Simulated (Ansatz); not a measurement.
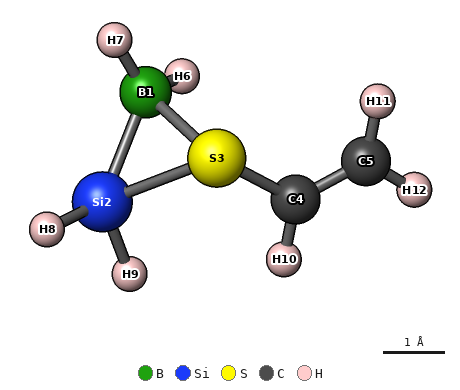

C$_{2}$H$_{7}$BSSi, before the relaxation. A ball-and-stick model, seen face on.

The start comes from PBE-D4/def2-SVP.

Level of theory: RKS PBE0-D4/def2-TZVP in Ansatz.

Input file:
```yaml
crystal:
  periodic: [false, false, false]
  atoms:
    - {symbol: B, position_ang: [0.177750, 1.573929, 0.797255]}
    - {symbol: Si, position_ang: [-1.678645, 1.217374, 0.238103]}
    - {symbol: S, position_ang: [-0.268529, -0.422988, 0.991435]}
    - {symbol: C, position_ang: [0.293496, -1.201091, -0.521000]}
    - {symbol: C, position_ang: [1.524649, -1.724131, -0.630844]}
    - {symbol: H, position_ang: [1.022408, 1.743648, -0.058720]}
    - {symbol: H, position_ang: [0.324601, 2.000730, 1.927478]}
    - {symbol: H, position_ang: [-2.880994, 1.165355, 1.140268]}
    - {symbol: H, position_ang: [-2.078431, 0.754708, -1.138325]}
    - {symbol: H, position_ang: [-0.447628, -1.268334, -1.333831]}
    - {symbol: H, position_ang: [2.266869, -1.654718, 0.180048]}
    - {symbol: H, position_ang: [1.821355, -2.239583, -1.557967]}
basis:
  gaussian: {orbitals: def2-TZVP}
hamiltonian: {xc: pbe0, dispersion: d4}
relax: {f_tol: 0.005, max_steps: 150}
```

Command:
```bash
ansatz run in.yaml --threads 4 --pin off --events-out ev --progress --plain --max-ram 10444MiB
```

Question: Where does the relaxation end?

Answer: The atom that moves furthest after the best rigid fit is H11 (1.49 Å). By element the largest moves are H 1.49 Å, C 0.56 Å, Si 0.33 Å, B 0.32 Å, S 0.25 Å. Some distances before and after: B1–S3 2.055 → 1.999 Å, Si2–S3 2.291 → 2.248 Å, S3–C4 1.791 → 1.767 Å, Si2–H9 1.506 → 1.483 Å. Among the angles between lasting bonds that change: S3–C4–C5 121.7° → 125.3°, S3–C4–H10 116.0° → 112.6°, S3–B1–H6 110.7° → 114.1°. Groups turn about S3–C4 by about 65°. Over 25 geometry steps the energy falls by 3.30 kcal/mol. The largest force component goes from 0.52 to 0.0016 eV/Å.

History of the run:

```tsv
step	E − E(0), kcal/mol	largest force component, eV/Å
0	0.00	0.5199
1	-1.32	0.3134
2	-1.37	0.2670
3	-1.50	0.0695
4	-1.50	0.0276
5	-1.50	0.0156
6	-1.51	0.0077
7	-1.51	0.0283
8	-1.52	0.1750
9	-1.54	0.1287
10	-1.60	0.0729
11	-1.73	0.2485
12	-1.80	0.4322
13	-2.16	0.2758
14	-2.60	0.1940
15	-2.81	0.3099
16	-2.99	0.2199
17	-3.12	0.2288
18	-3.17	0.1289
19	-3.28	0.0645
20	-3.28	0.1062
21	-3.30	0.0326
22	-3.30	0.0159
23	-3.30	0.0093
24	-3.30	0.0065
25	-3.30	0.0016
```

Final geometry:

```xyz
12

B     0.3017    1.3281    0.9623
Si   -1.4219    1.1993    0.0331
S    -0.4600   -0.5122    1.1279
C     0.1452   -1.4744   -0.2253
C     1.2881   -1.2692   -0.8592
H     1.3327    1.3767    0.3638
H     0.2243    1.7981    2.0616
H    -2.7382    1.4674    0.6667
H    -1.6177    0.7136   -1.3549
H    -0.5099   -2.3028   -0.4732
H     1.9400   -0.4403   -0.6141
H     1.5927   -1.9395   -1.6546
```

The end point in the same view:

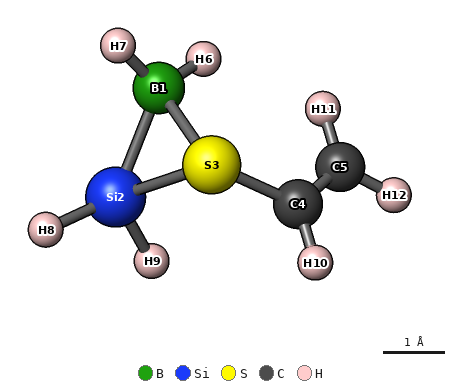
